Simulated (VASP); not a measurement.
Band structure of TaAl$_{3}$ (space group I4/mmm). These are PBEsol GGA, VASP's PBE PAW potentials (set 64) (plane waves; VASP) values and carry that method's errors.

Unless said otherwise, spin-orbit coupling is left out, though it shifts the bands of the heavy elements here.

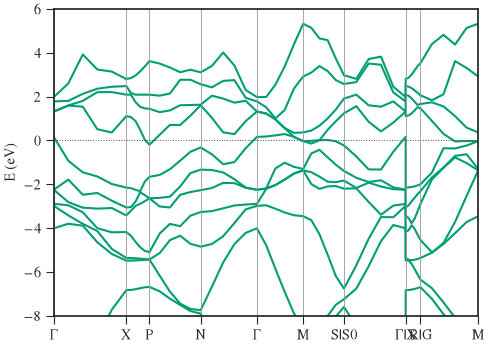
Bands along high-symmetry lines, zero at the valence-band maximum or, without a gap, the Fermi level

### Question
Read the plot: is there a gap, and where are the band edges?

### Answer
It has no gap at this level: it comes out as a metal or semimetal.

The structure comes from a computed database's TaAl3 entry; how it stands against other phases isn't given here. The cell was not relaxed at this level.
